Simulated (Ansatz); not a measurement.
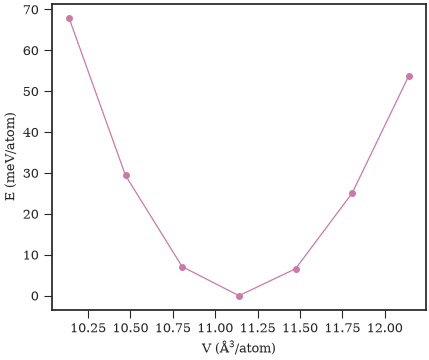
*ZrO2 in space group Pbca (No. 61; Zr on 8c, O on 8c, O on 8c) under volume change, PBEsol (plane waves, PAW; program Ansatz), shape and atoms relaxed at each volume.*

Problem. What does a third-order Birch–Murnaghan fit give for V₀, B₀ and B′?

Solution. V₀ = 11.14 Å³/atom, B₀ = 211 GPa, B′ = 2.8.

The first step of the workflow began from a Materials Project structure, measured or hypothetical; the Crystallography Open Database copy checked does not list it. It is not the phase usual at ambient conditions (space group No. 14). The cell was relaxed with PBEsol under the symmetry of its start; its stability against distortions is not shown here. The run is not spin-polarised.

Potentials: the earlier of the program's two PAW sets. The files were generated under PBE; for other functionals the program regenerates the frozen cores, and for LDA and PBEsol the local potential too.
